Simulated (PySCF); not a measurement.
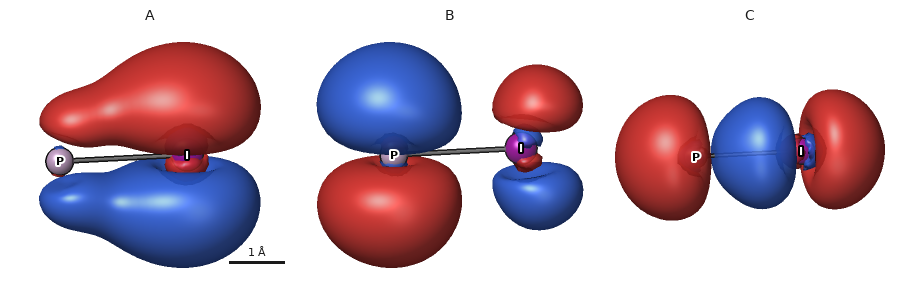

The picture shows: PI (triplet). Three frontier β-spin orbitals, each drawn at the value that holds 80 % of its norm (red and blue are the two phases), in no order; of a degenerate pair one member is drawn.

Level of theory: PBE0/x2c-SVPall, spin-free X2C-1e, Gaussian nucleus, at a bond length of 2.401 Å in PySCF 2.14.0.

Question: Name the orbitals and rank them from lowest to highest energy.

Answer: Orbital C: σ, occupied in this spin, −9.13 eV; shared between the atoms (P 50 %, I 50 %).
Orbital A: π, occupied in this spin, −8.21 eV; mainly on I (90 %).
Orbital B: π, empty in this spin, −2.89 eV; mainly on P (85 %).
